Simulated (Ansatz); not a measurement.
# GeH5Sb: rigid torsion scan

A script is to give a rigid torsion scan; the system is GeH5Sb. SMILES: [GeH3][SbH2].

Program: Ansatz 0.2.0, driven from Python. Level of theory: Hartree-Fock/def2-TZVP. These are calculated values, not measurements.

## Step 1: The structure

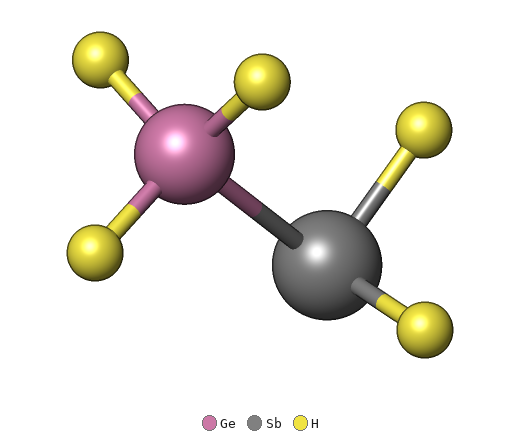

The starting structure, viewed from a chosen angle; germanium pink, antimony grey, hydrogen yellow.

No structure file is read: the coordinates are typed or built in the script.

## Step 2: The code

geh5sb_torsion.py reads:

```python
from dataclasses import dataclass

import ansatz as az
from ase import Atoms


@dataclass
class Settings:
    basis_set: str = "def2-TZVP"
    functional: str = "hf"
    force_tol: float = 0.02


opts = Settings()

atoms = Atoms(["Ge", "Sb", "H", "H", "H", "H", "H"], positions=[
    [-0.4921, -0.64, -0.5493],
    [0.6867, 1.5581, 0.203],
    [-0.3816, -1.7008, 0.4927],
    [-1.9778, -0.284, -0.7332],
    [0.0491, -1.0801, -1.9312],
    [0.0242, 1.4358, 1.8261],
    [2.1527, 0.643, 0.646],
])

first = (
    az.Crystal.molecule_from_ase(atoms).calculation()
    .basis(gaussian=opts.basis_set)
    .functional(opts.functional)
    .relax(force_tolerance=opts.force_tol, max_steps=80)
)
atoms.positions = first.run().report["positions_ang"]

start = atoms.get_dihedral(2, 0, 1, 5)
energies = {}
for turn in range(0, 360, 30):
    turned = atoms.copy()
    turned.set_dihedral(2, 0, 1, 5, start + turn, indices=[1, 5, 6])
    base = (
        az.Crystal.molecule_from_ase(turned).calculation()
        .basis(gaussian=opts.basis_set)
        .functional(opts.functional)
    )
    energies[round((start + turn) % 360)] = base.run().report["free_energy_ev"]
floor = min(energies.values())
print("dihedral H2-Ge0-Sb1-H5 (deg)   E - E(min) (eV)")
for angle, e in sorted(energies.items()):
    print(f"{angle:8d} {(e - floor):14.3f}  " + "#" * int(30 * (e - floor) / max(max(energies.values()) - floor, 1e-9)))
```

## Step 3: The run

Launch:

```sh
$ python geh5sb_torsion.py
```

The log of the run:

```text
dihedral H2-Ge0-Sb1-H5 (deg)   E - E(min) (eV)
      13          0.039  ###########################
      43          0.025  #################
      73          0.009  ######
     103          0.025  #################
     133          0.043  ##############################
     163          0.026  #################
     193          0.009  ######
     223          0.025  #################
     253          0.039  ###########################
     283          0.018  ############
     313          0.000
     343          0.018  ############
```

Run time: 52 s. Hardware: 1 thread of Arm Neoverse V2, shared host; peak memory 0.35 GiB.

## Step 4: How the relaxation of run 0 went

Relaxation path:

```csv
step,energy from step 1 (eV),largest force component (eV/Å)
1,0.0000,1.1648
2,0.0252,1.4858
3,-0.1229,0.1336
4,-0.1260,0.0258
5,-0.1262,0.0026
```

Step 1 is the start. Step 2 was tried and not accepted.

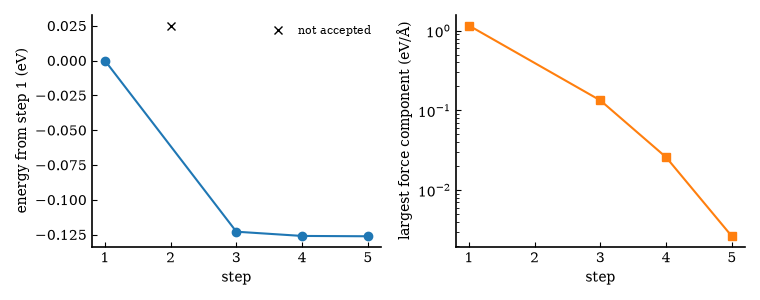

Energy and largest force along the relaxation.

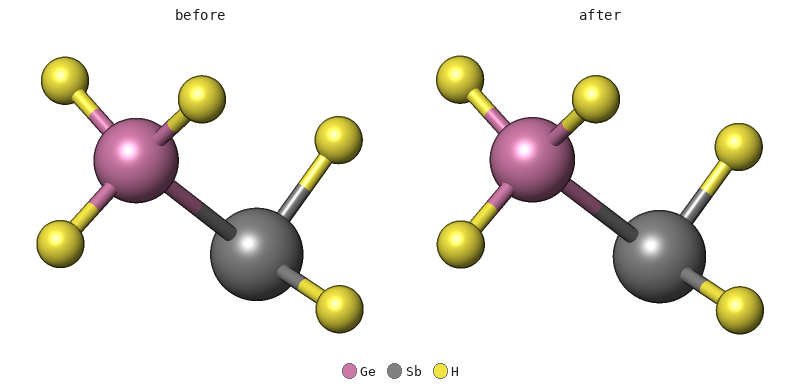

The structure before (left) and after (right) the relaxation, drawn at the same scale.

Before: Bond lengths: Ge1–Sb2 2.605 Å, Ge1–H3 1.491 Å, Ge1–H4 1.539 Å, Ge1–H5 1.548 Å, Sb2–H6 1.757 Å, Sb2–H7 1.784 Å. Angles: Ge1–Sb2–H6 92.1°, Ge1–Sb2–H7 90.6°, H6–Sb2–H7 92.6°, Sb2–Ge1–H3 111.4°, Sb2–Ge1–H4 106.0°, Sb2–Ge1–H5 109.8°, H3–Ge1–H4 108.6°, H3–Ge1–H5 113.3°, H4–Ge1–H5 107.3°.

After: Bond lengths: Ge1–Sb2 2.645 Å, Ge1–H3 1.535 Å, Ge1–H4 1.537 Å, Ge1–H5 1.537 Å, Sb2–H6 1.697 Å, Sb2–H7 1.697 Å. Angles: Ge1–Sb2–H6 93.7°, Ge1–Sb2–H7 93.8°, H6–Sb2–H7 93.6°, Sb2–Ge1–H3 112.2°, Sb2–Ge1–H4 108.9°, Sb2–Ge1–H5 108.9°, H3–Ge1–H4 109.0°, H3–Ge1–H5 109.1°, H4–Ge1–H5 108.7°.

Run 0 is this relaxation; the runs after it count from 1.

## Step 5: The engine's runs

From the records of these 12 runs:

| run | turn (°) | energy from run 1 (eV) | SCF cycles | CPU time (s) |
| --- | --- | --- | --- | --- |
| 1 | 0 | 0.0000 | 16 | 2.2 |
| 2 | 30 | 0.0180 | 16 | 2.3 |
| 3 | 60 | 0.0387 | 16 | 2.4 |
| 4 | 90 | 0.0252 | 16 | 2.2 |
| 5 | 120 | 0.0089 | 16 | 2.2 |
| 6 | 150 | 0.0255 | 16 | 2.2 |
| 7 | 180 | 0.0426 | 16 | 2.2 |
| 8 | 210 | 0.0255 | 16 | 2.2 |
| 9 | 240 | 0.0088 | 16 | 2.2 |
| 10 | 270 | 0.0250 | 16 | 2.2 |
| 11 | 300 | 0.0386 | 16 | 2.2 |
| 12 | 330 | 0.0181 | 16 | 2.2 |

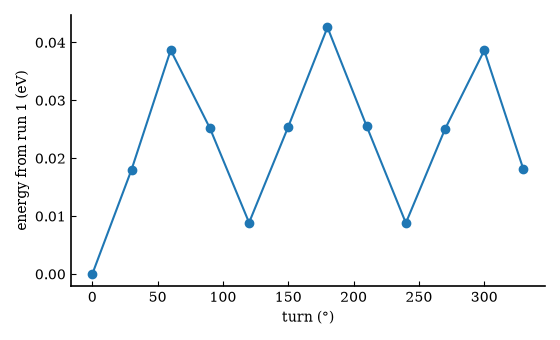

Energy against turn; lines join the points.

## Step 6: Summary of results

| quantity | value |
| --- | --- |
| runs compared | 12 |
| range of energy | 0.043 eV |
| lowest point, turn (°) | 0 |

**Reading.** The lowest point lies at a turn of 0°, the highest 0.043 eV (4.1 kJ/mol) above it at 180°. The grid can miss the true lowest and highest points, and the rest of the molecule is held rigid. Run 0: The relaxation took 3 moves; the largest shift is 0.094 Å, of atom 3 (H). The scan is rigid and the energies are electronic, in a modest basis. With rigid groups the curve can differ much from the relaxed path, the start wasn't checked as a minimum of this torsion, and equivalent turns needn't return to the same energy. def2 sets replace the cores of elements past krypton by effective core potentials.
